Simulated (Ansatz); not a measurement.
# SrO (Fm-3m): lattice thermal conductivity, part 3 of 3

Wanted: κ(T), lifetimes and mean free paths for SrO.

Experimental results on record:
- thermal conductivity 12 W/m/K near room temperature (given in “Combining the AFLOW GIBBS and Elastic Libraries to efficiently and robustly screen thermo-mechanical properties of solids”, 2017, arXiv:1611.05714)
- thermal conductivity 12 W/m/K near room temperature (given in “Predicting the lattice thermal conductivity of solids by solving the Boltzmann transport equation: AFLOW - AAPL an automated, accurate and efficient framework”, 2017, arXiv:1611.05481)

Ansatz 0.2.0; DFT LDA, scalar-relativistic, plane waves, PAW; PAW set soft_1.

So far, κ at 300 K (relaxation time) (W/m/K): step 6 (third-order constants on small settings) 309. The relaxed cell has a = 5.065 Å (conventional setting).

The database entry behind the starting cell differs from later determinations by our own check (about 0.5 % short), so it need not match the best structure at ambient conditions.

## 7. Third-order constants and the Boltzmann equation, k-mesh 6×6×6, third order supercell 3×3×3

The supercell must be wider than twice the pair cutoff, and the number of displaced cells grows with the pairs inside it, which is where the cost lies.

Contents of input.yaml:

```yaml
crystal:
  lattice:
    - [0.0, 2.532341022, 2.532341022]
    - [2.532341022, 0.0, 2.532341022]
    - [2.532341022, 2.532341022, 0.0]
  atoms:
    - { symbol: Sr, position: [0.5, 0.5, 0.5] }
    - { symbol: O, position: [0.0, 0.0, 0.0] }
kpoints:
  mp_grid: { grid: [6, 6, 6] }
hamiltonian:
  xc: lda
  pseudopotentials: { kind: paw, azcp: { folder: soft_1 }, xc_functional: pbe }
scf:
  occupations: { method: fixed }
  lower_state_search: "off"
output:
  eigenvalues: true
phonons:
  method: fd
  dielectric: true
  qmesh: [6, 6, 6]
  temperatures: { t_max: 1000, t_step: 50 }
  qpath:
    path:
      - [[0.0, 0.0, 0.0], [0.5, 0.0, 0.5], [0.5, 0.25, 0.75], [0.375, 0.375, 0.75], [0.0, 0.0, 0.0], [0.5, 0.5, 0.5], [0.625, 0.25, 0.625], [0.5, 0.25, 0.75], [0.5, 0.5, 0.5], [0.375, 0.375, 0.75]]
      - [[0.625, 0.25, 0.625], [0.5, 0.0, 0.5]]
    npoints: 10
  third_order: { supercell: [3, 3, 3], pair_cutoff: 4.536 }
  lattice_thermal_conductivity:
    qmesh: [21, 21, 21]
    temperatures: [50.0, 100.0, 150.0, 200.0, 300.0, 400.0, 500.0, 600.0, 800.0, 1000.0]
    isotope_mass_variance:
      - { species: O, variance: 3.359e-05 }
      - { species: Sr, variance: 6.1e-05 }
```

The run is started by

```console
ansatz run input.yaml --threads 18 --pin off --max-ram 92160MiB --backend cuda --events-out ev --progress --plain --runs-dir out --max-vram 78GiB
```

Numbers of over 12 decimals in the logs are rounded to 6 here.

The program printed:

```text
[...]
Warning: phonons.third_order: as it is cut ahead of every solve, the batch solves 74 displaced supercells where 65 would do. It runs under 324 of the 1296 operations that the crystal's space group holds on the batch's supercell: the batch's rule counts something of the run as laid on the whole of a grid (at basis.xc_grid: 1 a core's charge, or its kinetic-energy density under a functional that reads it; or a nonlocal correlation kernel at every level), which only an operation that permutes or reverses the grid's axes can carry. The force constants lose no accuracy. For the smaller batch, where no nonlocal correlation is read, try basis.xc_grid above 1; [rest of the remark cut]
[...]
Crystal: 12 atoms, lattice volume = 194.871 Å³
Basis set: ecut = 420 eV, 3735 PW (Γ), FFT grids on a1, −a1+a2+a3, −a1+a3
Bands: 60, of which v1, the nominal top of the filled ones, is band 48 counted from 1 (47 counted from 0)
Symmetry: 24 space group operations
k-points: 16 of 36
[...]
SCF iter   1: F=—  HF=-24017.089953 eV  |F-HF|=—  |Δ(HF+E_count)|=         —  Δρ=1.53e-7  dr2=5.47e-11  ethr=1.00e-12  ⟨swp⟩=3.0  Hψ=2440  notcnv=0
[...]
SCF iter   2: F=-24017.089953 eV  HF=-24017.089953 eV  |F-HF|=0.00e0  |Δ(HF+E_count)|=  7.28e-12  Δρ=9.25e-8  dr2=7.30e-12  ethr=1.00e-12  ⟨swp⟩=5.0  Hψ=3102  notcnv=0
SCF 1 converged in 2 iterations: F = -24017.089953 eV  dr2 = 7.30e-12
[...]
Crystal: 2 atoms, lattice volume = 32.479 Å³
[...]
SCF 2 converged in 3 iterations: F = -4002.848327 eV  dr2 = 5.44e-11
[...]
joined force constants: q→R imaginary residual 4.21e-19
[...]
50.00          302.7472        324.6648           7          converged          5.927e-1
      100.00           74.5406         76.9480           7          converged          6.826e-1
      150.00           40.3378         41.2602           7          converged          7.091e-1
      200.00           27.8743         28.4160           7          converged          7.167e-1
      300.00           17.5226         17.8205           7          converged          7.202e-1
      400.00           12.9086         13.1172           7          converged          7.207e-1
      500.00           10.2695         10.4312           7          converged          7.208e-1
      600.00            8.5533          8.6859           7          converged          7.209e-1
      800.00            6.4490          6.5468           7          converged          7.208e-1
     1000.00            5.2054          5.2831           7          converged          7.208e-1
```

Run time: 66 s. Hardware: 1 × NVIDIA GB200 with 18 threads of Arm Neoverse V2, shared host; peak memory 1.6 GiB; 7.9 min of CPU time.

This step gave:

| Quantity | Value |
| --- | --- |
| Γ frequencies | 0, 0, 0, 215.6, 215.6, 215.6 cm⁻¹ (negative: imaginary) |
| zero-point energy | 0.08426 eV/cell |
| highest frequency | 473 cm⁻¹ |
| κ at 300 K (relaxation time) | 17.52 W/m/K |
| κ at 300 K (full solution) | 17.82 W/m/K |
| mean free path at half of κ | 196 nm |
| share of κ above the three lowest branches | 0.041 |
| third-order blocks | 686 |
| periodic aliases dropped | 168 |
| largest relative sum-rule correction | 0.2340 |
| displaced cells, third order | 74 |

LO-TO term included. The phonon branches at the labelled points (cm⁻¹):

| point | branch 1 | branch 2 | branch 3 | branch 4 | branch 5 | branch 6 |
| --- | --- | --- | --- | --- | --- | --- |
| Γ | 0 | 0 | 0 | 216 | 216 | 473 |
| X | 126 | 126 | 198 | 242 | 242 | 311 |
| W | 151 | 171 | 171 | 284 | 284 | 327 |
| K | 127 | 172 | 184 | 265 | 297 | 331 |
| Γ | 0 | 0 | 0 | 216 | 216 | 473 |
| L | 111 | 111 | 235 | 286 | 286 | 437 |
| U | 127 | 172 | 184 | 265 | 297 | 331 |
| W | 151 | 171 | 171 | 284 | 284 | 327 |
| L | 111 | 111 | 235 | 286 | 286 | 437 |
| K | 127 | 172 | 184 | 265 | 297 | 331 |
| jump to U | 127 | 172 | 184 | 265 | 297 | 331 |
| X | 126 | 126 | 198 | 242 | 242 | 311 |

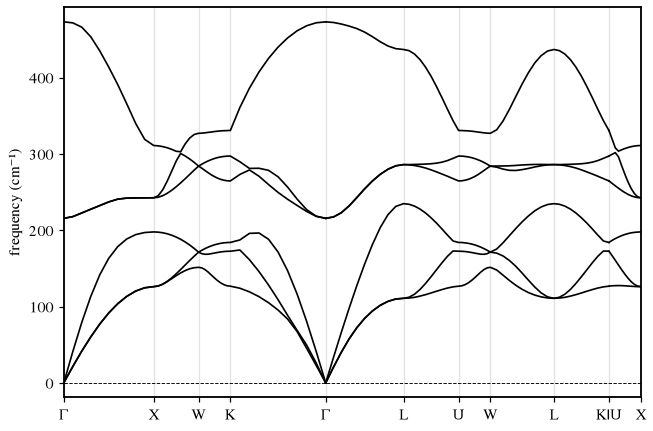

Phonon branches along the path.

W/m/K. Kappa, by row:

| T (K) | RTA xx | RTA yy | RTA zz | full xx | full yy | full zz | coherence part xx | coherence part yy | coherence part zz | ending | iterations | least Ritz value |
| --- | --- | --- | --- | --- | --- | --- | --- | --- | --- | --- | --- | --- |
| 50 | 302.7 | 302.7 | 302.7 | 324.7 | 324.7 | 324.7 | 0.0262 | 0.0262 | 0.0262 | converged | 7 | 0.593 |
| 100 | 74.54 | 74.54 | 74.54 | 76.95 | 76.95 | 76.95 | 0.05214 | 0.05214 | 0.05214 | converged | 7 | 0.683 |
| 150 | 40.34 | 40.34 | 40.34 | 41.26 | 41.26 | 41.26 | 0.0752 | 0.0752 | 0.0752 | converged | 7 | 0.709 |
| 200 | 27.87 | 27.87 | 27.87 | 28.42 | 28.42 | 28.42 | 0.09259 | 0.09259 | 0.09259 | converged | 7 | 0.717 |
| 300 | 17.52 | 17.52 | 17.52 | 17.82 | 17.82 | 17.82 | 0.1192 | 0.1192 | 0.1192 | converged | 7 | 0.72 |
| 400 | 12.91 | 12.91 | 12.91 | 13.12 | 13.12 | 13.12 | 0.14 | 0.14 | 0.14 | converged | 7 | 0.721 |
| 500 | 10.27 | 10.27 | 10.27 | 10.43 | 10.43 | 10.43 | 0.1573 | 0.1573 | 0.1573 | converged | 7 | 0.721 |
| 600 | 8.553 | 8.553 | 8.553 | 8.686 | 8.686 | 8.686 | 0.1721 | 0.1721 | 0.1721 | converged | 7 | 0.721 |
| 800 | 6.449 | 6.449 | 6.449 | 6.547 | 6.547 | 6.547 | 0.1963 | 0.1963 | 0.1963 | converged | 7 | 0.721 |
| 1000 | 5.205 | 5.205 | 5.205 | 5.283 | 5.283 | 5.283 | 0.2152 | 0.2152 | 0.2152 | converged | 7 | 0.721 |

Table of lattice thermal conductivity by temperature:

| temperature (K) | RTA xx (W/m/K) | full xx (W/m/K) |
| --- | --- | --- |
| 50 | 303 | 325 |
| 100 | 74.5 | 77.0 |
| 150 | 40.3 | 41.3 |
| 200 | 27.9 | 28.4 |
| 300 | 17.5 | 17.8 |
| 400 | 12.9 | 13.1 |
| 500 | 10.3 | 10.4 |
| 600 | 8.55 | 8.69 |
| 800 | 6.45 | 6.55 |
| 1000 | 5.21 | 5.28 |

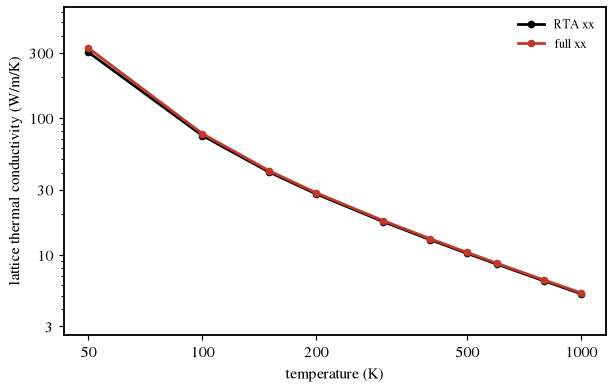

Lattice thermal conductivity, plotted against temperature.

The modes has structure finer than the step of the table below, so its rows give means over 25 cm⁻¹, whole bins alone (the curve runs from -10 to 496 cm⁻¹). Peaks (cm⁻¹: height): O 279.8: 0.0583; Sr 120.6: 0.0407, 193.8: 0.0337.

Phonopy on the run's constants, 19x19x19 mesh, Gaussian sigma 3.6 cm⁻¹. The modes by wavenumber; means over each step; values in 1/cm⁻¹/cell:

| wavenumber (cm⁻¹) | O | Sr |
| --- | --- | --- |
| 25 | 6.1e-5 | 3.8e-4 |
| 50 | 2.2e-4 | 0.00164 |
| 75 | 4.7e-4 | 0.00531 |
| 100 | 7.1e-4 | 0.0186 |
| 125 | 8.3e-4 | 0.0354 |
| 150 | 4.2e-4 | 0.0172 |
| 175 | 4.9e-4 | 0.0122 |
| 200 | 5.6e-4 | 0.0209 |
| 225 | 0.00397 | 0.00499 |
| 250 | 0.0217 | 0.00125 |
| 275 | 0.0443 | 4.8e-4 |
| 300 | 0.00879 | 3.1e-5 |
| 325 | 0.00391 | 4.8e-5 |
| 350 | 0.00523 | 7.0e-5 |
| 375 | 0.00626 | 1.2e-4 |
| 400 | 0.00740 | 2.3e-4 |
| 425 | 0.00840 | 4.2e-4 |
| 450 | 0.00519 | 5.5e-4 |
| 475 | 9.8e-4 | 1.6e-4 |

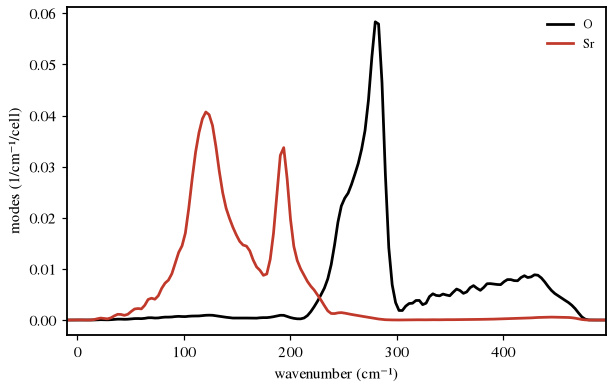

Modes, plotted against wavenumber.

Distinct triplets, nearest first. Third order norms, by row:

| sites | side 1 (Å) | side 2 (Å) | side 3 (Å) | norm of the 27 components (eV/Å³) |
| --- | --- | --- | --- | --- |
| Sr-Sr-Sr | 0 | 0 | 0 | 0 |
| O-O-O | 0 | 0 | 0 | 0 |
| Sr-Sr-O | 0 | 2.53 | 2.53 | 12.59 |
| Sr-O-O | 0 | 2.53 | 2.53 | 11.12 |
| Sr-Sr-O | 2.53 | 2.53 | 3.58 | 0.506 |
| Sr-O-O | 2.53 | 2.53 | 3.58 | 0.7 |
| Sr-Sr-Sr | 0 | 3.58 | 3.58 | 2.783 |
| Sr-Sr-Sr | 3.58 | 3.58 | 3.58 | 0.101 |
| O-O-O | 0 | 3.58 | 3.58 | 1.077 |
| O-O-O | 3.58 | 3.58 | 3.58 | 0.126 |
| Sr-Sr-O | 2.53 | 3.58 | 4.39 | 0.189 |
| Sr-O-O | 2.53 | 3.58 | 4.39 | 0.151 |
| Sr-O-O | 0 | 4.39 | 4.39 | 0.567 |
| Sr-O-Sr | 0 | 4.39 | 4.39 | 0.746 |

Born charge (rows field, columns displacement) (e), principal values of the symmetric part by kind of site:

| atom | atoms with these values | low | middle | high | mean |
| --- | --- | --- | --- | --- | --- |
| Sr1 | 1 | 2.47 | 2.47 | 2.47 | 2.47 |
| O2 | 1 | -2.47 | -2.47 | -2.47 | -2.47 |

In full for Sr1:

```
2.47 0.00 0.00
0.00 2.47 0.00
0.00 0.00 2.47
```

RTA, 300 K. Kappa by branch, by row:

| branch (by rank) | mean frequency (THz) | mean rms speed (km/s) | median lifetime (ps) | share of kappa |
| --- | --- | --- | --- | --- |
| 1 | 3.38 | 1.35 | 2.61 | 0.341 |
| 2 | 3.85 | 2.13 | 3.07 | 0.283 |
| 3 | 5.63 | 2 | 2.19 | 0.336 |
| 4 | 7.85 | 1.28 | 0.787 | 0.01 |
| 5 | 8.22 | 1.35 | 0.661 | 0.012 |
| 6 | 11.82 | 3.1 | 0.359 | 0.019 |

Table of spectral kappa at 300 K by frequency; read off at these points; values in W/m/K/THz:

| frequency (THz) | relaxation time (W/m/K/THz) | full solution (W/m/K/THz) |
| --- | --- | --- |
| 0.25 | 0 | 0 |
| 0.75 | 11.2 | 11.3 |
| 1.25 | 5.82 | 5.89 |
| 2.25 | 2.13 | 2.17 |
| 3.25 | 2.23 | 2.32 |
| 4.75 | 0.690 | 0.753 |
| 5.75 | 0.646 | 0.590 |
| 6.75 | 0.168 | 0.161 |
| 7.75 | 0.295 | 0.280 |
| 8.75 | 0.0590 | 0.0548 |
| 9.75 | 0.0975 | 0.111 |
| 11.25 | 0.0499 | 0.0280 |
| 12.25 | 0.0603 | 0.0678 |
| 13.25 | 0.0539 | 0.0635 |
| 14.25 | 2.9e-4 | 5.8e-4 |

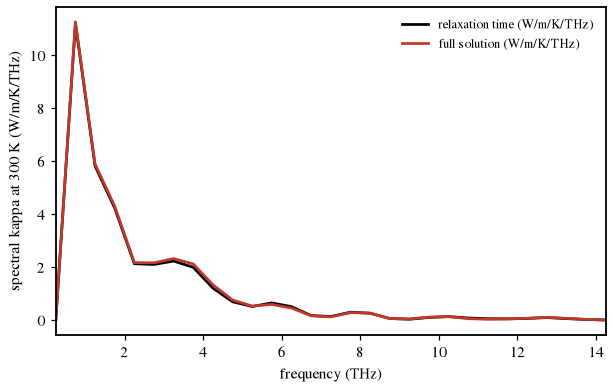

Spectral kappa at 300 K, plotted against frequency.

Relaxation-time solution. Share of κ carried by shorter paths against mean free path:

| mean free path (nm) | 50 K | 300 K | 1000 K |
| --- | --- | --- | --- |
| 0.316 | 0 | 0 | 0.018 |
| 1.47 | 0 | 0.027 | 0.128 |
| 4.64 | 0 | 0.101 | 0.252 |
| 21.5 | 0 | 0.27 | 0.407 |
| 100 | 0.011 | 0.431 | 0.561 |
| 316 | 0.082 | 0.557 | 0.696 |
| 1470 | 0.232 | 0.711 | 1 |
| 6810 | 0.443 | 1 | 1 |
| 21500 | 0.691 | 1 | 1 |
| 1.0e5 | 1 | 1 | 1 |

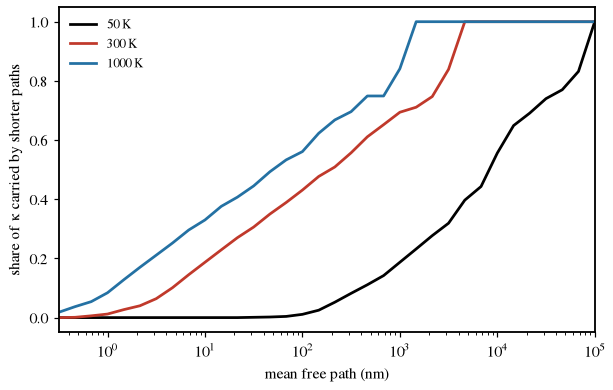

Share of κ carried by shorter paths, plotted against mean free path.

300 K; a sample spread over frequency. Mode lifetimes, by row, the first 40 of 90 rows:

| q1 | q2 | q3 | branch | frequency (THz) | rms speed (km/s) | three-phonon rate (1/ps) | isotope rate (1/ps) | lifetime (ps) | mean free path (nm) |
| --- | --- | --- | --- | --- | --- | --- | --- | --- | --- |
| 0 | 0 | 0.0476 | 1 | 0.588 | 3.61 | 0.0175 | 2.26e-7 | 57.2 | 206 |
| 0 | 0.0952 | 0.1429 | 1 | 1.538 | 2.87 | 0.0148 | 2.34e-5 | 67.3 | 193 |
| 0 | 0.0476 | 0.1905 | 1 | 1.967 | 2.64 | 0.0953 | 7.77e-5 | 10.5 | 27.7 |
| 0.0476 | 0.1429 | 0.2381 | 2 | 2.274 | 2.7 | 0.147 | 1.64e-4 | 6.81 | 18.4 |
| 0 | 0.1429 | -0.1429 | 2 | 2.535 | 3.02 | 0.0534 | 2.97e-4 | 18.6 | 56.3 |
| 0 | 0.0476 | 0.2857 | 2 | 2.714 | 1.84 | 0.485 | 4.73e-4 | 2.06 | 3.79 |
| 0.0952 | 0.2381 | 0.3333 | 1 | 2.882 | 1.97 | 0.316 | 6.87e-4 | 3.16 | 6.2 |
| 0 | 0 | 0.3333 | 1 | 2.98 | 1.24 | 0.39 | 8.97e-4 | 2.56 | 3.17 |
| 0 | 0.1429 | -0.2857 | 1 | 3.099 | 1.21 | 0.433 | 0.00121 | 2.3 | 2.78 |
| 0.0476 | 0.2381 | 0.381 | 1 | 3.187 | 1.67 | 0.176 | 0.00148 | 5.63 | 9.37 |
| 0 | 0 | 0.4286 | 1 | 3.262 | 0.52 | 0.431 | 0.00194 | 2.31 | 1.19 |
| 0 | 0.3333 | 0.3333 | 2 | 3.308 | 1.4 | 0.0526 | 0.00221 | 18.2 | 25.5 |
| 0 | 0.0476 | -0.4286 | 2 | 3.361 | 0.98 | 0.456 | 0.00295 | 2.18 | 2.13 |
| 0 | 0.0952 | 0.4286 | 2 | 3.409 | 1.6 | 0.467 | 0.00301 | 2.13 | 3.4 |
| 0.0476 | 0.1429 | -0.2857 | 2 | 3.474 | 2.19 | 0.282 | 0.00309 | 3.5 | 7.67 |
| 0.0476 | 0.1905 | -0.4286 | 1 | 3.522 | 0.69 | 0.454 | 0.00323 | 2.19 | 1.52 |
| 0.0476 | 0.2857 | 0.4762 | 1 | 3.585 | 1.19 | 0.268 | 0.00331 | 3.68 | 4.38 |
| 0.0476 | 0.1429 | -0.3333 | 2 | 3.631 | 2.03 | 0.369 | 0.00344 | 2.69 | 5.46 |
| 0.0476 | 0.2381 | -0.1905 | 2 | 3.684 | 2.69 | 0.106 | 0.00353 | 9.17 | 24.7 |
| 0.1429 | 0.2857 | -0.4286 | 1 | 3.726 | 1.3 | 0.49 | 0.00387 | 2.03 | 2.64 |
| 0.0476 | 0.4286 | 0.4762 | 2 | 3.778 | 1.08 | 0.0775 | 0.00393 | 12.3 | 13.3 |
| 0.0476 | 0.1905 | 0.4762 | 2 | 3.822 | 2.04 | 0.434 | 0.00446 | 2.28 | 4.65 |
| 0.0476 | 0.4286 | -0.381 | 1 | 3.882 | 0.89 | 0.295 | 0.00326 | 3.35 | 2.97 |
| 0.0952 | 0.4286 | -0.4762 | 1 | 3.954 | 1.29 | 0.248 | 0.00299 | 3.98 | 5.14 |
| 0.0476 | 0.1905 | -0.4286 | 2 | 4.035 | 2.13 | 0.497 | 0.0029 | 2 | 4.26 |
| 0.1429 | 0.4286 | -0.4286 | 1 | 4.128 | 1.3 | 0.44 | 0.00256 | 2.26 | 2.94 |
| 0.0476 | 0.2381 | -0.2857 | 2 | 4.24 | 2.44 | 0.398 | 0.00243 | 2.5 | 6.1 |
| 0 | 0.381 | -0.4762 | 2 | 4.332 | 2.45 | 0.251 | 0.00233 | 3.94 | 9.66 |
| 0.1429 | 0.381 | -0.4286 | 2 | 4.452 | 1.96 | 0.355 | 0.00218 | 2.8 | 5.5 |
| 0.0952 | 0.2857 | -0.3333 | 2 | 4.585 | 2.16 | 0.672 | 0.00213 | 1.48 | 3.2 |
| 0.1905 | 0.381 | -0.381 | 2 | 4.747 | 1.78 | 0.601 | 0.00215 | 1.66 | 2.96 |
| 0.1905 | 0.381 | -0.3333 | 2 | 4.903 | 1.32 | 0.804 | 0.00211 | 1.24 | 1.64 |
| 0.0476 | 0.1429 | 0.3333 | 3 | 5.086 | 3.55 | 0.509 | 0.00146 | 1.96 | 6.95 |
| 0 | 0.2381 | 0.3333 | 3 | 5.282 | 1.99 | 0.845 | 0.00112 | 1.18 | 2.36 |
| 0.1905 | 0.4286 | -0.2381 | 3 | 5.486 | 1.59 | 0.489 | 0.00266 | 2.03 | 3.24 |
| 0.0952 | 0.381 | -0.2857 | 3 | 5.601 | 1.65 | 0.434 | 0.00437 | 2.28 | 3.77 |
| 0.0476 | 0.4286 | -0.381 | 3 | 5.679 | 0.92 | 0.454 | 0.00612 | 2.17 | 2.01 |
| 0.1429 | 0.381 | -0.4762 | 3 | 5.747 | 0.07 | 0.485 | 0.0104 | 2.02 | 0.147 |
| 0.0476 | 0.381 | -0.4762 | 3 | 5.79 | 0.3 | 0.503 | 0.0128 | 1.94 | 0.582 |
| 0.0476 | 0.4286 | -0.4762 | 3 | 5.845 | 0.43 | 0.511 | 0.00788 | 1.93 | 0.819 |

Without the LO-TO term. Gamma linewidths, by row:

| branch | frequency (cm⁻¹) | three-phonon rate (1/ps) | isotope rate (1/ps) | FWHM (cm⁻¹) |
| --- | --- | --- | --- | --- |
| 4 | 215.6 | 0.771 | 3.40e-4 | 4.09 |
| 5 | 215.6 | 0.771 | 3.40e-4 | 4.09 |
| 6 | 215.6 | 0.771 | 3.40e-4 | 4.09 |

W/m/K, third of the trace; RTA populations with a boundary rate v/L added to each mode (Matthiessen's rule). Kappa by grain size, by row:

| T (K) | bulk | 10 nm | 30 nm | 100 nm | 300 nm | 1000 nm | 10000 nm | 100000 nm |
| --- | --- | --- | --- | --- | --- | --- | --- | --- |
| 100 | 74.49 | 4.595 | 9.402 | 17.15 | 25.87 | 36.61 | 57.82 | 71.27 |
| 300 | 17.4 | 3.589 | 5.417 | 7.598 | 9.686 | 12.05 | 15.95 | 17.22 |
| 600 | 8.381 | 2.382 | 3.311 | 4.379 | 5.389 | 6.509 | 8.004 | 8.339 |

W/m/K, third of the trace; RTA populations with the isotope rates scaled. Kappa by mass disorder, by row:

| T (K) | no isotopes | as typed | variance x 3 | variance x 10 | variance x 30 |
| --- | --- | --- | --- | --- | --- |
| 100 | 76.02 | 74.49 | 71.96 | 65.78 | 55.71 |
| 300 | 17.48 | 17.4 | 17.26 | 16.81 | 15.82 |
| 600 | 8.398 | 8.381 | 8.348 | 8.237 | 7.964 |

At 300 K the relaxation-time value is 17.5 W/(m K).

## 8. Levels and costs side by side

Ladder, by row:

| cells or q mesh | k mesh | pair cutoff | atoms in the supercell | q-mesh of the transport sums | κ at 300 K (relaxation time) (W/m/K) | κ at 300 K (full solution) (W/m/K) | core-minutes |
| --- | --- | --- | --- | --- | --- | --- | --- |
| 4x4x4 | 8x8x8 | 2.682 | 16 | 13×13×13 | 309 | 309 | 1.7 |
| 6x6x6 | 6x6x6 | 4.536 | 54 | 21×21×21 | 17.52 | 17.82 | 7.9 |

## 9. Results

- highest frequency: 473 cm⁻¹
- Debye temperature from the second moment: 460 K
- κ at 300 K (relaxation time): 17.52 W/m/K
- κ at 300 K (full solution): 17.82 W/m/K
- mean free path at half of κ: 196 nm
- share of κ above the three lowest branches: 0.041

What this shows: The lattice of SrO conducts 17.8 W/(m K) at 300 K by LDA (mean over directions, full solution). The full solution lies +2 % from the relaxation-time value at 300 K, so the relaxation-time approximation serves here. Above 300 K the relaxation-time κ falls as T^-1.01, near the 1/T law of three-phonon scattering. Grains of 100 nm would keep 44 % of the bulk value at 300 K, and grains of 1 µm 69 %. Removing the natural isotope disorder raises κ at 300 K by 0 %. The first rung (16 atoms, cutoff 2.68 Å) gave 309 W/(m K) by relaxation time for 0.22 times the cost of the last; short cutoffs miss scattering channels and can err either way, and the meshes changed too. A measured thermal conductivity near room temperature is 12 W/m/K (arXiv:1611.05714); the calculated 17.8 W/m/K differs by +49 %. The relaxed cell is 4 % smaller in volume than the database cell, which stiffens most phonons and usually raises κ; no run here tested that. Four-phonon, defect and boundary scattering, which are left out, would lower the calculated value; thermal expansion is left out too. The sum rules changed one orbit of cubic constants by up to 23 %; by the manual a large change points to a short cutoff or, on a small and distant orbit, to noisy forces. Below 100 K the values hang on the q-mesh and, in a real crystal, on its size. The conductivities include the coherence part between close branches; the shares for grains, isotopes, branches and paths are of the relaxation-time populations alone. Cubic couplings among atoms farther apart than the pair cutoff are dropped, and neither the cutoff nor the q-mesh was shown to be converged here. The PAW files were made for PBE and are used here under another functional, for which the program regenerates the frozen cores.

[Logs are printed without paths, hosts, clocks, repeated set-up lines and the standing remarks that a program may print on its own settings, such as how far it seeks lower states.]

[Hosts, paths, dates, database ids (printed as entryN), source tags and the programs' standing remarks are cut or masked in the printed files.]

[A step with changed settings may run another functional than the one named; its input shows which.]
